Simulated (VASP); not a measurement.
Band structure of DyTe (space group Fm-3m). Method: PBEsol GGA with spin-orbit coupling, VASP's PBE PAW potentials (set 64) (plane waves; VASP 6.6.1).

The 4f electrons are frozen in the core of the lanthanide potential, so 4f levels, which can set the real gap, and their magnetism are missing.

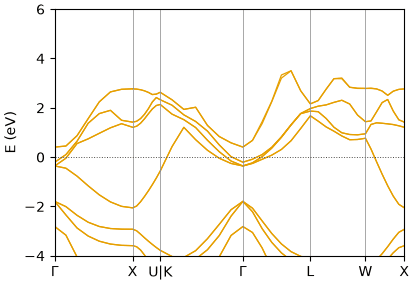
*Bands along high-symmetry lines, zero at the valence-band maximum or, without a gap, the Fermi level*

Question: Read the plot: is there a gap, and where are the band edges?

Answer: It has no gap at this level: it comes out as a metal or semimetal.

The structure comes from a measured DyTe entry (Fm-3m) of the Crystallography Open Database, whose conditions weren't checked. It was relaxed first.
